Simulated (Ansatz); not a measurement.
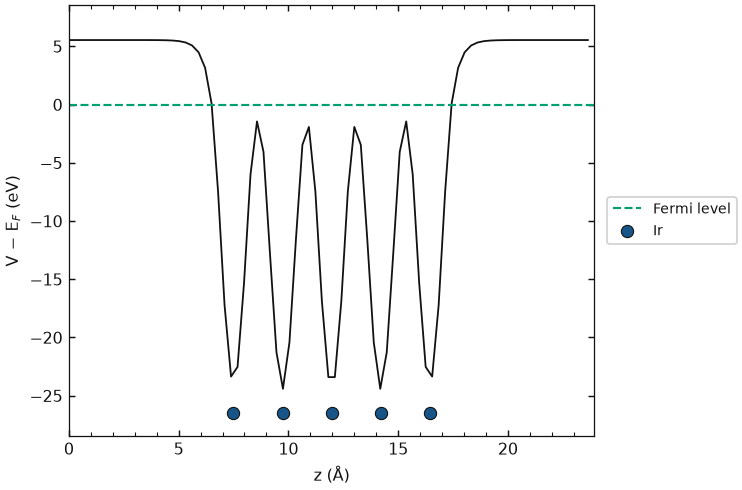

Plane-averaged electrostatic potential energy of an electron across the slab; circles at the bottom mark the heights of the atoms.

Calculation on a (111) slab cut from Ir (Fm-3m), unrelaxed, 5 atoms in the cell.

Method: DFT PBE, scalar-relativistic, plane waves, PAW, no spin polarisation, 15×15×1 k mesh, 420 eV cutoff (Ansatz 0.2.0).

Read off the work function of each face.

The work function is 5.55 eV, the same on both faces. The two vacuum levels agree, so the slab has no net dipole along its normal.

How thick are slab and vacuum?

The outermost atoms are 8.9 Å apart, which leaves 15.0 Å of vacuum in a cell 23.9 Å high.

The atoms aren't at rest in this cell (largest force 0.5 eV/Å), so the relaxed material can differ. Spin-orbit coupling is left out, which matters for Ir.
